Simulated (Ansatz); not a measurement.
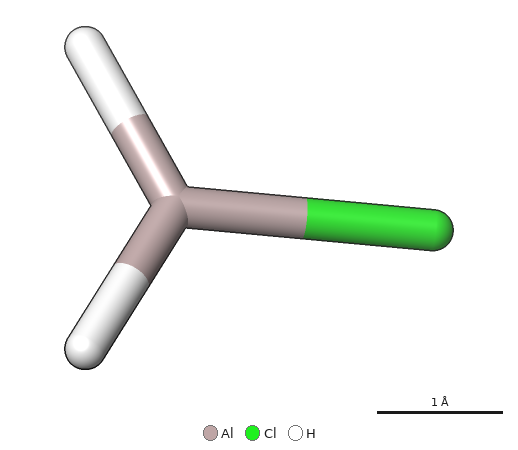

Stick drawing of a structure.

Description:

The molecule is AlClH2. The point group is C2v. All atoms lie on one plane. Coordination: 1 Al trigonal planar.

The parts below concern this one geometry. Atoms keep their numbers from picture to picture. The computed structure is the end point of a PBE0-D4/def2-TZVP optimisation.

**Charges**

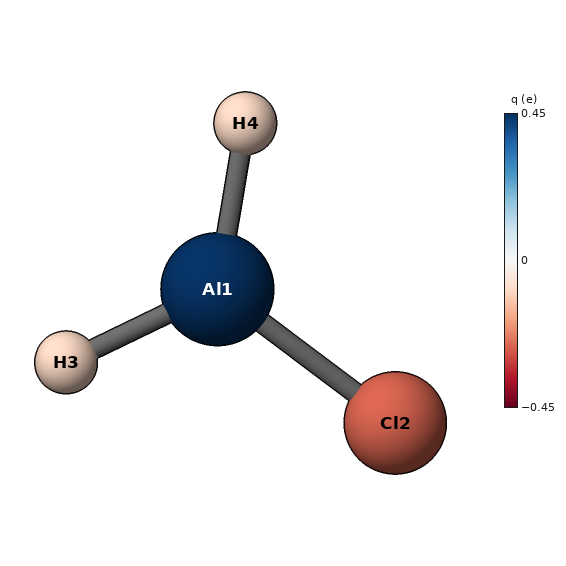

Atoms are coloured by their Mulliken charges. Method: RKS PBE0-D4/def2-TZVP (Ansatz 0.2.0).

Give the Mulliken charges atom by atom.

```csv
atom,value (e)
Al1,0.44
Cl2,−0.26
H3,−0.09
H4,−0.09
```

**Electronic properties**

Properties computed with RKS PBE0-D4/def2-TZVP (Ansatz 0.2.0).

What does the calculation give?

- dipole moment: 1.24 D
- harmonic zero-point energy: 38.0 kJ/mol

**Thermal motion**

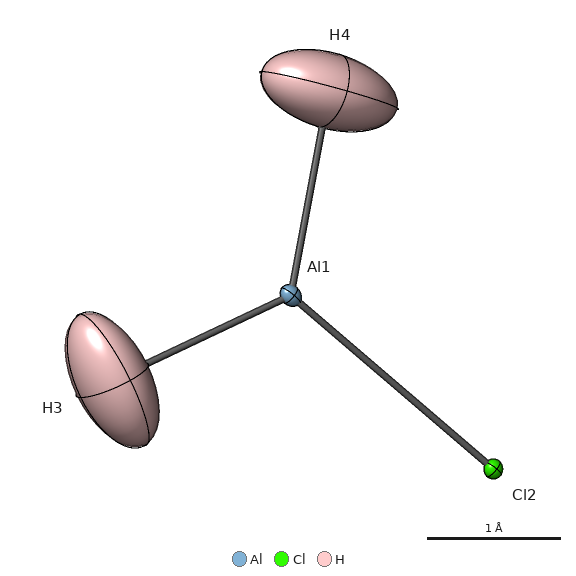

Displacement ellipsoids at the 50 % level, enlarged 2 times, from the internal vibrations of the free molecule (harmonic, no overall translation or rotation; no half-axis is drawn under 0.075 Å). Vibrations computed with RKS PBE0-D4/def2-TZVP (Ansatz 0.2.0). Temperature: 400 K.

**Which atom has the largest mean-square displacement?**

H3, H4, with U_eq = 0.0187 Å².

**Does H4 move more along its bond or across it?**

Across it: the root-mean-square amplitude is 0.092 Å along the bond and up to 0.180 Å across, since bending and torsion are softer than stretching.

Give the displacement parameters, one line for each set of equivalent atoms.

| atom | U_eq (Å²) | rms amplitudes (Å) |
| --- | --- | --- |
| Al1 | 0.00040 | 0.012, 0.013, 0.030 |
| Cl2 | 0.00020 | 0.002, 0.006, 0.023 |
| H3, H4 | 0.0187 | 0.092, 0.124, 0.180 |

Mulliken values depend strongly on the basis set and can even reverse the polarity of a bond.
